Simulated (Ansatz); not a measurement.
## C2H4FO (charge +1): geometry relaxation (part 2 of 2)

The same run, continued: C2H4FO, charge +1; RKS PBE-D4/6-31G* (Ansatz 0.2.0). The run did not end well. It belongs to a series of runs on one base structure; here: end point A relaxed.

Geometry of the input (Å):
```
O  -0.2638  1.3418  -0.6967
C  0.3725  0.3552  -0.0316
C  -0.2495  -0.8707  0.3101
F  0.4102  -1.7701  0.9389
H  -1.1841  1.1741  -0.9514
H  0.8483  0.7869  0.8948
H  1.3488  0.1330  -0.5489
H  -1.2825  -1.1502  0.0849
```

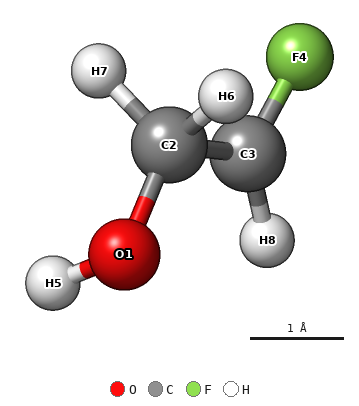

**Figure 1.** The geometry at step 21 of the log (ball-and-stick view, seen at a tilt; atoms are numbered from 1 in the order of the input).

```
Unfinished report: {"positions_ang":[[-0.7805723105318109,1.0892684001332973,-0.5753224700144912],[0.23661288990948,0.32393041957171737,-0.05266447011815057],[-0.23902488712676556,-0.9553432246633686,0.44463272728536873],[0.5402738627273829,-1.688853863948601,1.143497291584699],[-0.40856159425950206,1.832564375277989,-1.096011860968395],[0.8902083535914928,0.8118651540298801,0.7161486422319121],[0.9989239060320946,-0.035144903541551045,-0.8170403233321394],[-1.2378602203423723,-1.3782863568593615,0.23675046333119584]],"unchecked":["starts","cluster_reference","orbital_swaps","neighbouring_geometries","increment"],"mean_field":{"relativity":"none","state":{"energy":{"ev":-6885.341782402811,"hartree":-253.03164345101948},"converged":true,"gradient_ev":0.00001663089451766165,"stability":{"kind":"minimum","curvature_ev":41.427129532194606},"curvature_floor_ev":0.00030000000000000003,"spin_squared":2.1316282072803006e-14},"others":[],"fillings":{"estimated":0,"unestimated":0,"tried":0,"untried":0,"excluded_magnetic_sites":0},"n_dropped_functions":0,"n_trapped_functions":0,"passes":{"evaluations":4,"products":28},"factors":{"origin":"density fitting in generated functions","count":773,"bound_ev":null},"gradient_stop_ev":0.00009,"reference_kind":"stationary","functional":{"name":"PBE","citations":["Perdew, Burke & Ernzerhof, Phys. Rev. Lett. 77, 3865 (1996) doi:10.1103/PhysRevLett.77.3865"],"text":"name \"PBE\"\ncite \"Perdew, Burke & Ernzerhof, Phys. Rev. Lett. 77, 3865 (1996) doi:10.1103/PhysRevLett.77.3865\"\nparent pbe\nparameter kappa = 0.804\nparameter beta = 0.06672455060314922\nexchange = pbe_x(kappa = kappa, mu = beta*pi^2/3)\ncorrelation = pbe_c(beta = beta)\n","parameters":{"beta":{"value":0.06672455060314922,"default":0.06672455060314922},"kappa":{"value":0.804,"default":0.804}},"final_grid":{"core_spheres":13.0,"valence_spheres":11.0,"degree":36.0},"final_grid_parameter_source":"default","radial_points_factor":1.0,"radial_grid_error_ev":3.125828648923977e-7,"grid_sensitivity":"normal","grid_sensitivity_ratio":0.001870803151768979},"unsmoothed_excess_ev":-0.000017506113590900993,"symmetry":{"irreps":["A"],"axes":[[0.9943076957900928,-0.061264321686412465,-0.08717160650636235],[0.057160605867536865,0.9971706150664871,-0.048820380834029904],[0.08991591199255233,0.04355969853232889,0.9949963223220074]],"occupied":[{"A":16},{"A":16}]},"density_repulsion":{"missed_ev":0.0000705874557460449,"excess_ev":0.0000705874557460449,"most_excess_ev":0.000416,"are_drawn_again":false,"n_first_factors":773,"energy_change_ev":0.0,"n_dropped_ends":0},"direct_passes":"host"},"factors":{"origin":"density fitting in generated functions","count":773,"bound_ev":null},"n_frozen":0,"n_occupied":[16,16],"n_virtual":[52,52],"reference":{"ev":-6885.341782402811,"hartree":-253.03164345101948},"dispersion":{"energy":{"ev":-0.07768099993451606,"hartree":-0.002854724093520565},"switches_in_reach":[]},"total":{"ev":-6885.419463402745,"hartree":-253.03449817511301},"forces_ev_per_angstrom":[[-0.00412582675222877,-0.020389333377254397,0.012188469008226063],[-0.007883400911157551,0.012604070776247795,-0.00007961439485678875],[-0.0155354835082242,-0.023851971657561935,-0.005962376809959933],[-0.007029398271617883,0.013825514799449327,-0.006343154431939203],[0.005600589041107961,0.014352634742231916,-0.007765071827579287],[0.0073671275851478965,0.004943507481150882,0.006002503569286702],[0.008583525921069573,-0.006609421133707957,-0.00514344657654778],[0.013022866894768096,0.00512499836400394,0.007102691465888483]],"charge_distribution":{"dipole_moment_e_ang":[0.23920402446709385,0.05755327653509052,-0.18802853753660934],"mulliken_charges_e":[-0.49864526740481097,-0.1999459189948105,0.3299553576526968,-0.024083444797380338,0.46526270024784466,0.30816752446484696,0.3118321239309543,0.3074569249006607],"lowdin_charges_e":[-0.1783738520057465,-0.2138116056437731,0.13600608742997977,0.26215274792687104,0.3384304152880525,0.21604138963631292,0.24215091165367475,0.19740390571465993]},"orbitals_path":"[file]","n_threads":1,"memory_gib":1.7045454550534487,"seconds":{"hamiltonian":1.204644975,"orbitals":0.0,"second_order":0.0,"solver_start":0.0,"cycles":0.0,"cycle":0.0,"perturbative":0.0,"full_ci_increment":0.0,"forces":0.0}}
this run last wrote the structure of step 40 to [file]
Error: geometry relaxation did not converge after 40 steps: max|allowed force component| = 2.39e-2 eV/Å (threshold 1.5e-2). Raise `relax.max_steps` over both its present limit and 40, loosen `relax.f_tol`, or start from a geometry closer to equilibrium. Where this run's directory can be resumed (`checkpoint.write`), a resume goes on for up to `relax.max_steps` more
```

Trajectory as extended XYZ (Å, eV, eV/Å), 13 of the 40 frames kept, from step=1 to step=40:
```
8
Properties=species:S:1:pos:R:3:forces:R:3 step=1 energy=-6885.17660
O    -0.2638    1.3418   -0.6967    0.0607   1.0868  -0.4575
C     0.3725    0.3552   -0.0316    0.7552   0.5025   0.0366
C    -0.2495   -0.8707    0.3101   -0.1368  -0.6480   0.2438
F     0.4102   -1.7701    0.9389    0.2064  -0.1967   0.1610
H    -1.1841    1.1741   -0.9514   -0.5020  -0.2214  -0.0835
H     0.8483    0.7869    0.8948   -0.0959  -0.1390   0.2713
H     1.3488    0.1330   -0.5489    0.0359  -0.3052  -0.0984
H    -1.2825   -1.1502    0.0849   -0.3235  -0.0790  -0.0733
8
Properties=species:S:1:pos:R:3:forces:R:3 step=4 energy=-6885.23408
O    -0.2546    1.3905   -0.7118    0.0010   0.0058  -0.0034
C     0.3829    0.3782   -0.0383    0.0044  -0.0445  -0.0151
C    -0.2490   -0.8788    0.3081   -0.0336   0.0568   0.0850
F     0.4370   -1.7583    0.9446    0.0064  -0.0034  -0.0310
H    -1.1824    1.1854   -0.9605    0.0094  -0.0038   0.0057
H     0.8193    0.7675    0.9278   -0.0095  -0.0070  -0.0110
H     1.3379    0.0939   -0.5695    0.0000   0.0114  -0.0017
H    -1.2912   -1.1784    0.0997    0.0218  -0.0152  -0.0284
8
Properties=species:S:1:pos:R:3:forces:R:3 step=7 energy=-6885.23449
O    -0.2544    1.3915   -0.7102    0.0093   0.0066   0.0053
C     0.3818    0.3782   -0.0367   -0.0024   0.0017   0.0004
C    -0.2512   -0.8763    0.3131   -0.0019   0.0009   0.0011
F     0.4382   -1.7583    0.9423    0.0009  -0.0013   0.0022
H    -1.1807    1.1855   -0.9618   -0.0104  -0.0059  -0.0067
H     0.8211    0.7698    0.9263    0.0029  -0.0037   0.0011
H     1.3349    0.0911   -0.5696    0.0005   0.0003  -0.0025
H    -1.2898   -1.1814    0.0966    0.0010   0.0013  -0.0009
8
Properties=species:S:1:pos:R:3:forces:R:3 step=11 energy=-6885.24258
O    -0.2967    1.4310   -0.6085   -0.2839  -0.1636  -0.0730
C     0.3656    0.3933    0.0034    0.0646   0.2009  -0.0336
C    -0.2582   -0.8688    0.3346   -0.0311  -0.1055   0.0573
F     0.4415   -1.7572    0.9432   -0.0105   0.0010   0.0019
H    -1.1286    1.1517   -1.0649    0.2750   0.0996   0.0887
H     0.8875    0.7808    0.9197   -0.0052  -0.0520  -0.0297
H     1.2697    0.0667   -0.6040   -0.0288  -0.0058  -0.0039
H    -1.2808   -1.1974    0.0765    0.0199   0.0254  -0.0078
8
Properties=species:S:1:pos:R:3:forces:R:3 step=14 energy=-6885.26245
O    -0.3695    1.4485   -0.5044   -0.1652  -0.1298  -0.0556
C     0.3487    0.4123    0.0370    0.0506  -0.0011  -0.0029
C    -0.2581   -0.8685    0.3630   -0.0758  -0.1372   0.0128
F     0.4483   -1.7630    0.9539   -0.0275   0.1100  -0.0446
H    -1.0283    1.1475   -1.1734    0.1276   0.0919   0.0675
H     0.9395    0.7808    0.9096    0.0250   0.0119  -0.0169
H     1.1866    0.0568   -0.6532    0.0098   0.0060   0.0169
H    -1.2672   -1.2144    0.0676    0.0554   0.0482   0.0230
8
Properties=species:S:1:pos:R:3:forces:R:3 step=17 energy=-6885.27292
O    -0.4226    1.4338   -0.4603   -0.1004  -0.1173  -0.0826
C     0.3418    0.4061    0.0360    0.0272   0.0494  -0.0308
C    -0.2615   -0.8763    0.3750    0.0968   0.0688  -0.0633
F     0.4626   -1.7707    0.9340   -0.0188  -0.0621   0.0283
H    -0.9653    1.1639   -1.2372    0.1217   0.0572   0.0891
H     0.9422    0.7731    0.9038   -0.0107   0.0067   0.0192
H     1.1830    0.0756   -0.6608   -0.0452   0.0228  -0.0028
H    -1.2803   -1.2055    0.1095   -0.0706  -0.0256   0.0429
8
Properties=species:S:1:pos:R:3:forces:R:3 step=21 energy=-6885.30958
O    -0.5409    1.3714   -0.4091   -0.1468  -0.3340  -0.3760
C     0.3343    0.3896    0.0116    0.0822   0.0477  -0.0978
C    -0.2510   -0.8971    0.3796   -0.1281   0.0103   0.0413
F     0.4896   -1.8145    0.8709   -0.0650   0.0086  -0.0142
H    -0.8021    1.2116   -1.3514    0.1172   0.2181   0.3577
H     0.8981    0.7507    0.9141    0.0059  -0.0061   0.0137
H     1.1950    0.1532   -0.6826   -0.0169   0.0344   0.0301
H    -1.3231   -1.1649    0.2669    0.1515   0.0211   0.0453
8
Properties=species:S:1:pos:R:3:forces:R:3 step=24 energy=-6885.32200 accepted=F
O    -0.6921    1.2309   -0.3944    0.1543   0.0521  -0.5613
C     0.3068    0.3258   -0.0915   -0.1298  -0.1774   1.0531
C    -0.2453   -0.9505    0.3934    0.6171  -0.0898  -0.2253
F     0.5119   -1.7345    1.0879   -0.6276   0.2826  -0.4193
H    -0.6095    1.5121   -1.3446   -0.0963  -0.0525   0.5472
H     0.8920    0.6164    0.8519   -0.3102   0.3492  -0.3115
H     1.1512    0.2296   -0.7950    0.2059  -0.3113  -0.3174
H    -1.3149   -1.2298    0.2923    0.1865  -0.0528   0.2344
8
Properties=species:S:1:pos:R:3:forces:R:3 step=27 energy=-6885.32814 accepted=F
O    -0.7116    1.2111   -0.4350   -0.1819  -0.2069   0.2971
C     0.2858    0.3354   -0.0505    0.3634  -0.0493   0.0196
C    -0.2067   -0.9577    0.4206   -0.9041  -0.0506  -0.5420
F     0.5105   -1.7910    1.0680    0.1281   0.2483  -0.0770
H    -0.5308    1.5432   -1.3405   -0.0410   0.0551   0.0649
H     0.8647    0.6662    0.8603    0.0879   0.4343  -0.0997
H     1.0681    0.2137   -0.8301    0.3909  -0.3162   0.1519
H    -1.2799   -1.2209    0.3072    0.1567  -0.1147   0.1851
8
Properties=species:S:1:pos:R:3:forces:R:3 step=30 energy=-6885.40604
O    -0.7518    1.1629   -0.4468    0.1198   0.0548  -0.2265
C     0.2777    0.3289   -0.0491   -0.0629   0.0098   0.1354
C    -0.2342   -0.9554    0.4191    0.0340  -0.0860  -0.0691
F     0.5148   -1.7399    1.0966   -0.0501   0.0881  -0.0425
H    -0.4913    1.6533   -1.2607   -0.1030  -0.0501   0.1803
H     0.8933    0.7529    0.7930    0.0281   0.0223  -0.0127
H     1.0642    0.0975   -0.8167    0.0174  -0.0500  -0.0028
H    -1.2727   -1.3003    0.2646    0.0167   0.0111   0.0378
8
Properties=species:S:1:pos:R:3:forces:R:3 step=33 energy=-6885.41307
O    -0.7722    1.1302   -0.4886    0.1392  -0.0346  -0.1070
C     0.2642    0.3257   -0.0506   -0.1383   0.0223   0.1007
C    -0.2357   -0.9597    0.4265    0.0510   0.0470   0.0196
F     0.5198   -1.7162    1.1269   -0.0323   0.0321  -0.0442
H    -0.4577    1.7370   -1.1952   -0.0313  -0.0424   0.0711
H     0.8996    0.7851    0.7557    0.0026  -0.0463  -0.0045
H     1.0400    0.0363   -0.8185   -0.0302   0.0106  -0.0400
H    -1.2580   -1.3384    0.2436    0.0393   0.0113   0.0043
8
Properties=species:S:1:pos:R:3:forces:R:3 step=37 energy=-6885.41893
O    -0.7821    1.0936   -0.5696    0.0464   0.0066  -0.0108
C     0.2350    0.3238   -0.0521   -0.0453   0.0309  -0.0144
C    -0.2397   -0.9552    0.4417   -0.0298   0.0264  -0.0090
F     0.5426   -1.6829    1.1401    0.0389  -0.0801   0.0535
H    -0.4054    1.8265   -1.1027   -0.0275   0.0047   0.0038
H     0.8894    0.8045    0.7192    0.0176   0.0391   0.0274
H     0.9978   -0.0318   -0.8149    0.0263  -0.0092  -0.0444
H    -1.2377   -1.3785    0.2383   -0.0266  -0.0184  -0.0062
8
Properties=species:S:1:pos:R:3:forces:R:3 step=40 energy=-6885.41945
O    -0.7806    1.0893   -0.5753   -0.0041  -0.0204   0.0122
C     0.2366    0.3239   -0.0527   -0.0079   0.0126  -0.0001
C    -0.2390   -0.9553    0.4446   -0.0155  -0.0239  -0.0060
F     0.5403   -1.6889    1.1435   -0.0070   0.0138  -0.0063
H    -0.4086    1.8326   -1.0960    0.0056   0.0144  -0.0078
H     0.8902    0.8119    0.7161    0.0074   0.0049   0.0060
H     0.9989   -0.0351   -0.8170    0.0086  -0.0066  -0.0051
H    -1.2379   -1.3783    0.2367    0.0130   0.0051   0.0071
```

Outcome:

| quantity | value |
| --- | --- |
| outcome | not converged |
| wall time | 60 s |
| peak memory | 0.14 GiB |

Diagnosis:

The run did not converge: “geometry relaxation did not converge after 40 steps: max|allowed force component| = 2.39e-2 eV/Å (threshold 1.5e-2). Raise `relax.max_steps` over both its present limit and 40, loosen `relax.f_tol`, or start from a geometry closer to equilibrium …” Its last values are not results.
